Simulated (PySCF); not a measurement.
## Electronic structure of C₂H₅Cl₂Si (SMILES [SiH3]C[C](Cl)Cl) (doublet) in real space

```xyz
10

C     1.5321    0.1425    0.2892
C     0.4435   -0.1242   -0.6800
Si   -1.3203   -0.0340    0.0547
Cl    1.9083   -1.0771    1.4448
Cl    1.7818    1.7668    0.8030
H     0.5069    0.6050   -1.5044
H     0.5823   -1.1287   -1.1125
H    -1.5661    1.3302    0.6063
H    -2.3079   -0.3191   -1.0299
H    -1.4656   -1.0473    1.1399
```

Geometry: PBE0-D3(BJ)/def2-SVP.

All numbers below come from PySCF 2.14.0, density-fitted response routines, UKS B3LYP, pcH-1 on C Cl H Si, non-relativistic, mean-field spin-orbit, GIAO.

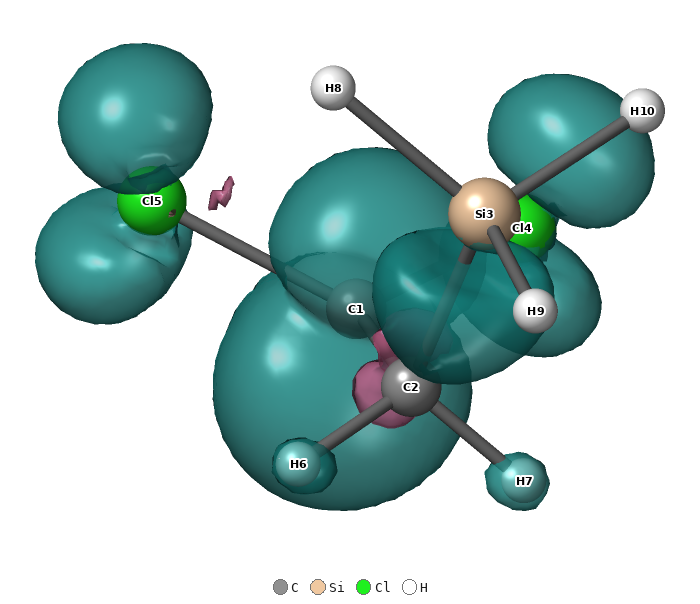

Figure 1. Isosurfaces of the spin density (α minus β) at +0.02 (teal) and −0.02 e/Å³ (pink), seen at an oblique angle.

Question: Where is the unpaired spin?

Answer: The unpaired spin (1 electron) lies mostly on C1 (about 0.6), Cl4 (about 0.1) and Cl5 (about 0.1), in electrons by Hirshfeld's partition.

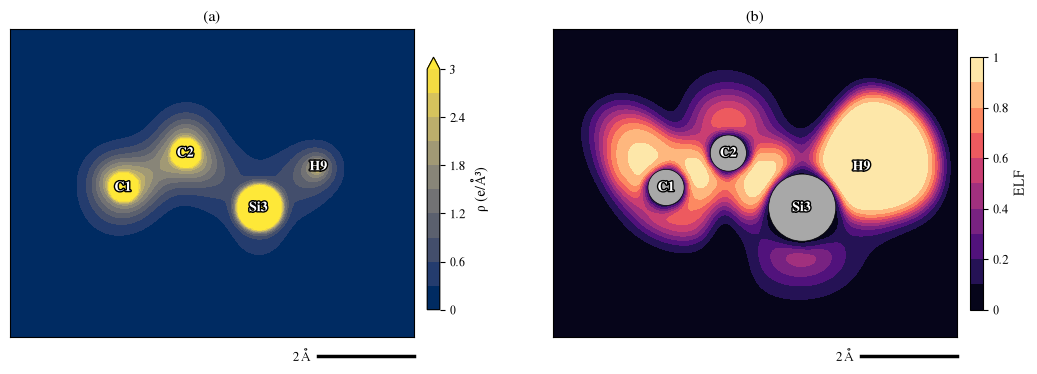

Figure 2. (a) electron density; (b) ELF on the plane of atoms C1, C2 and Si3. Grey discs cover the atomic cores in the ELF map.

Question: What do the fields say about this system?

Answer:
- Atoms in the plane: C, Si and H.
- C–C (1.48 Å): ρ at the midpoint is about 1.8 e/Å³; the ELF peaks at about 0.95 between the atoms, as expected for a shared electron pair.
- C–Si (1.91 Å): ρ at the midpoint is about 0.9 e/Å³; the ELF peaks at about 0.95 between the atoms (localised, covalent bonding).
- Si–H (1.49 Å): ρ is about 0.78 e/Å³ halfway; the ELF climbs to about 1 towards the hydrogen, as it does in any bond to H.

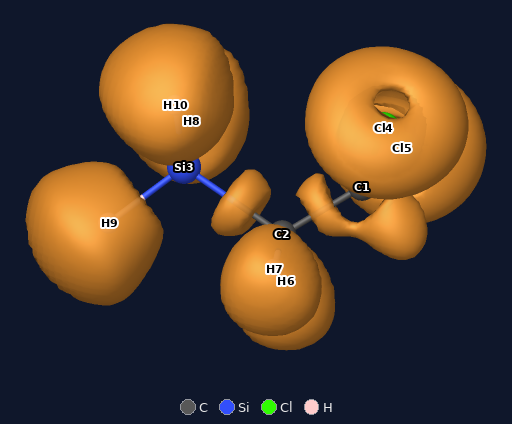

Figure 3. Isosurface of the electron localisation function at 0.8 (orange), seen at a tilt. Only the valence region is drawn (cores and ρ < 0.01 e/Å³ removed).

Question: Identify the bonds, lone pairs and shells in this picture.

Answer: The surface consists of two regions between bonded C–Cl atoms (shared pairs), one region between bonded C–Si atoms (shared pairs), five regions around hydrogen nuclei, one region on C in which the atom's valence shell and bonds are merged and two rings or bowls of non-bonding electrons around Cl. Profiles from the grid: C–Cl (1.72 Å): the ELF peaks at about 0.90 between the atoms (a shared electron pair).

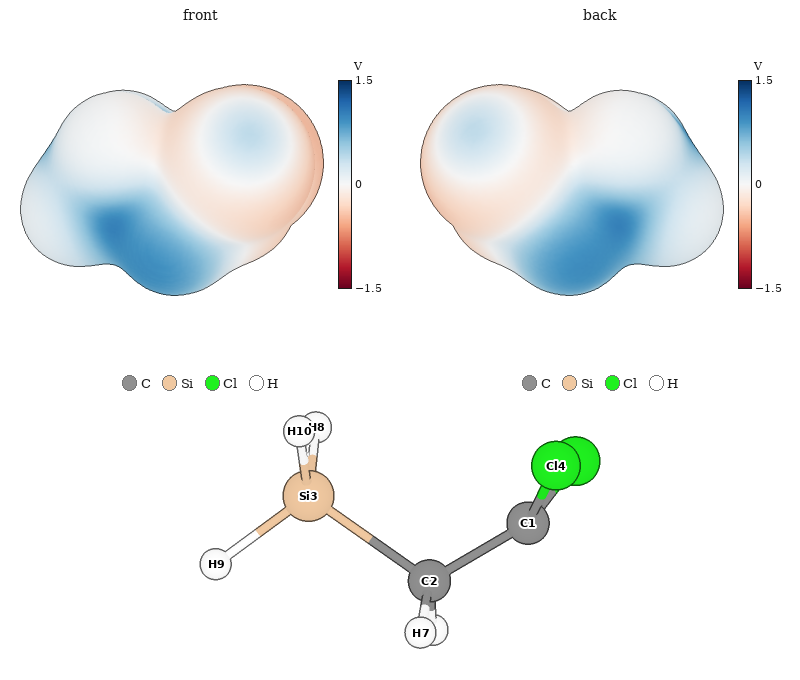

Figure 4. The molecular electrostatic potential painted on the density surface at 0.001 e/bohr³, seen from the front and from behind; the colour scale runs from red (negative) to blue (positive). The bare structure is drawn below in the same view.

Question: Describe the electrostatic potential map.

Answer: The most negative region (about −0.4 V, or −9 kcal/mol for a unit charge) lies over Cl4 and Cl5, the most positive (about +1.0 V, or +23 kcal/mol for a unit charge) over Si3 and H6. Cl4 shows a σ-hole: about +0.4 V, or +9 kcal/mol for a unit charge at the tip opposite its bond, against about −0.2 V on its flanks. Cl5 shows a σ-hole: about +0.4 V, or +9 kcal/mol for a unit charge at the tip opposite its bond, against about −0.3 V on its flanks.
